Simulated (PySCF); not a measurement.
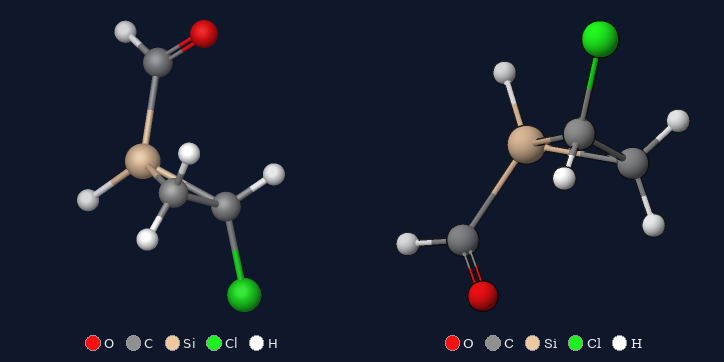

Two views of one molecule.

The computed structure is the end point of a PBE0-D3(BJ)/def2-SVP optimisation. No frequency run is at hand to confirm it as a minimum.

Describe the molecule.

Formula C3H5ClOSi. Its SMILES string is `O=C[Si@@H]1C[C@H]1Cl`. Independent rings (smallest set): 1 of 3 members. Among its groups: C–Cl bond, Si–H bond. This geometry has C1 symmetry. Coordination, clear cases only: 1 C trigonal planar.

The parts below concern this one geometry. Atoms keep their numbers from picture to picture.

## Geometry

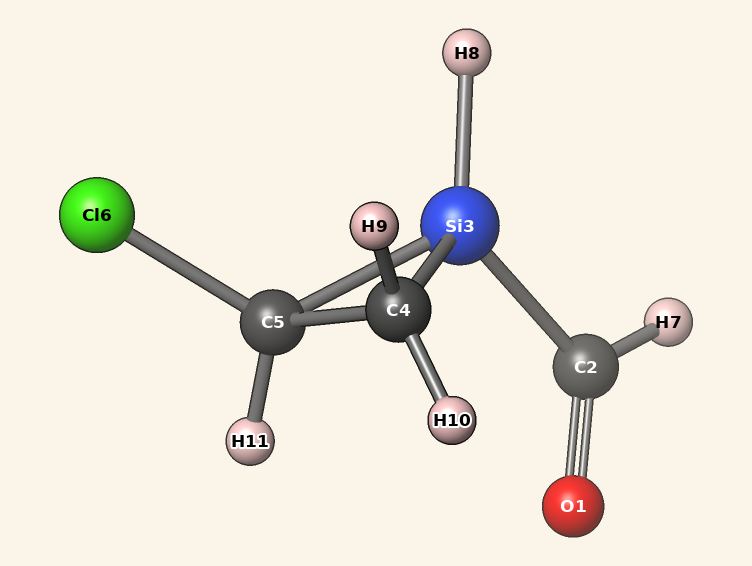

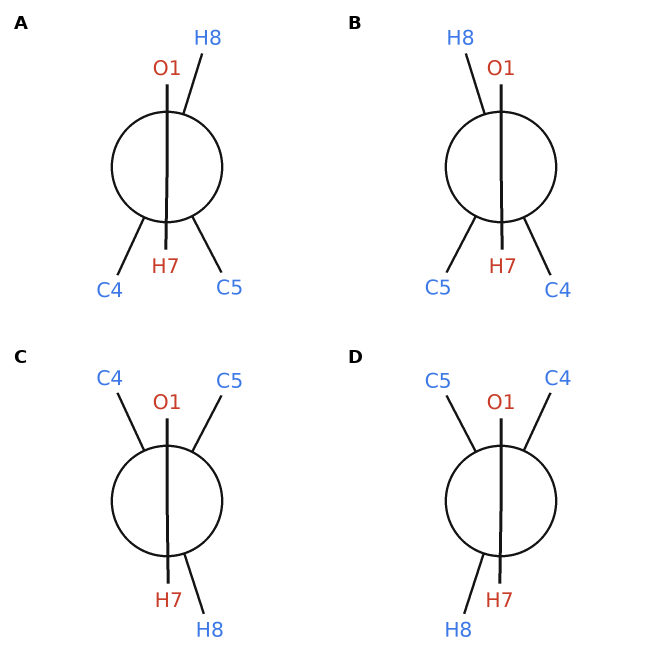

Distant atoms are faded towards the background colour. Bonds that would overlap in a projection are set slightly apart. No frequency run is at hand to confirm it as a minimum.

Which Newman projection shows the view along C2–Si3, with C2 in front?

D. The torsion angle O1–C2–Si3–C4 is 25°, synperiplanar.

## NMR shielding

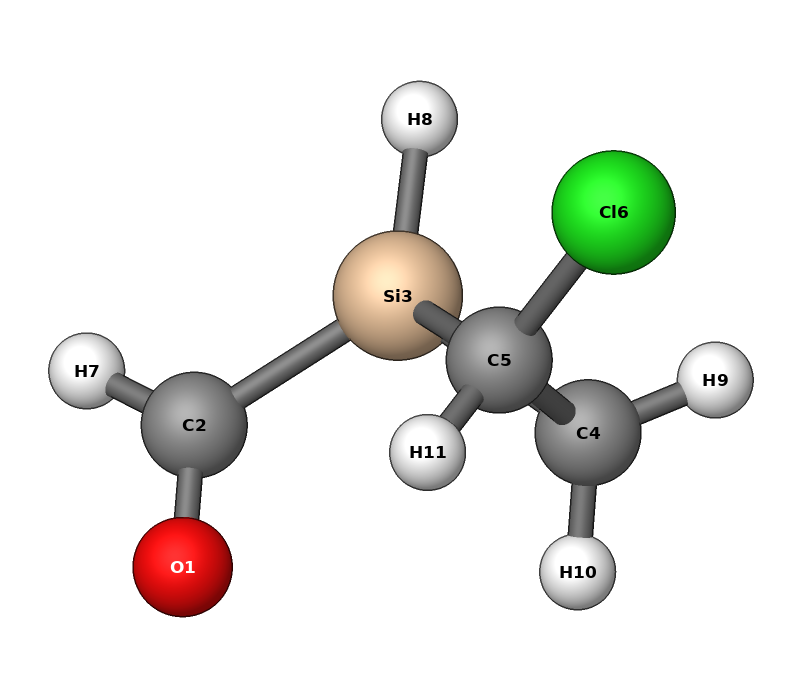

No frequency run is at hand to confirm it as a minimum. Properties computed with GIAO PBE0/6-31G* NMR shielding, non-relativistic, gas phase (PySCF 2.14.0). Principal shieldings σ11 ≤ σ22 ≤ σ33, span Ω = σ33 − σ11, skew κ = 3(σiso − σ22)/Ω.

Give the shielding tensors of the Cl atoms.

```
atom    σ11    σ22     σ33   σiso      Ω     κ
 Cl6  664.6  798.7  1090.3  851.2  425.7  0.37
```

Shieldings and span in ppm.

## Excitation

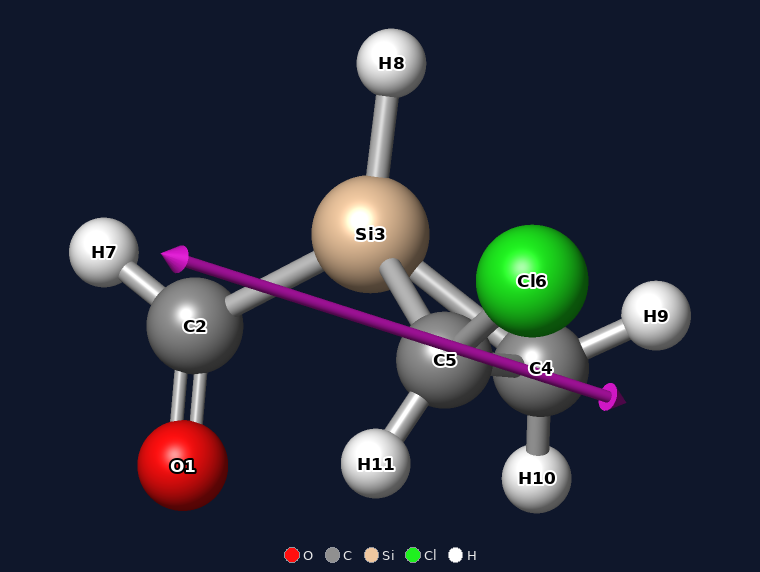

The double arrow shows the direction of the transition dipole to excited singlet state 5 (its length means nothing). No frequency run is at hand to confirm it as a minimum. Method: TDDFT HF/def2-SVPD, vertical, gas phase, core orbitals frozen in the response (PySCF 2.14.0).

Where does the transition lie, and how strong is it?

7.41 eV (167 nm), oscillator strength 0.024, of mixed character, with the largest part HOMO → LUMO+1 (weight 0.21); transition dipole 0.92 D.

## Polarisability

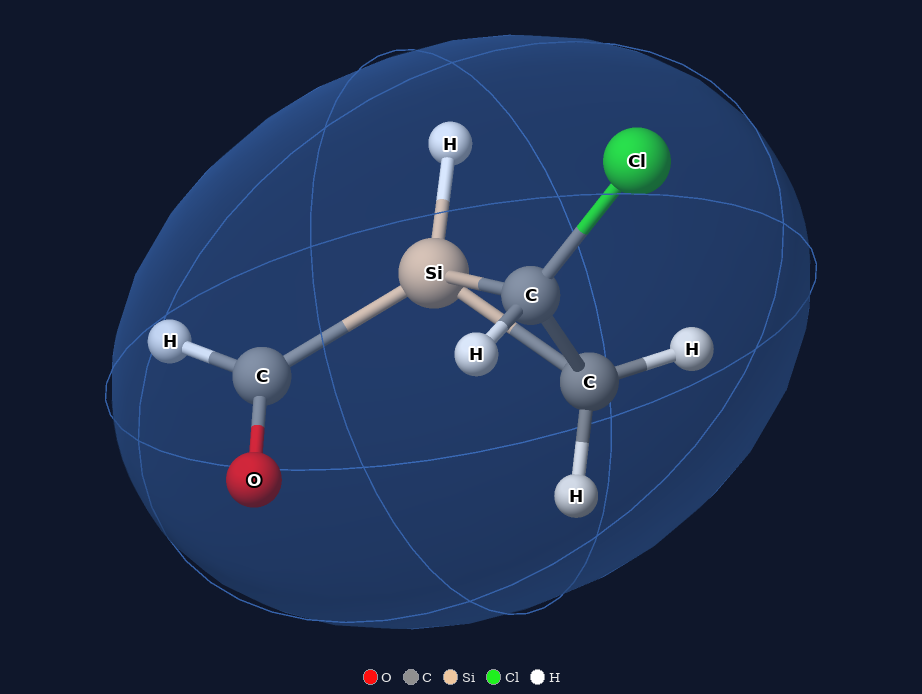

The ellipsoid shows the static dipole polarisability: its half-axes are proportional to the principal values. No frequency run is at hand to confirm it as a minimum. Computed with HF/def2-SVPD (PySCF 2.14.0).

Give the principal values, the mean and the anisotropy.

Principal values 61.1, 71.0, 94.7 bohr³; mean 75.6 bohr³ (11.21 Å³); anisotropy 29.9 bohr³, so the longest axis is 1.55 times the shortest.
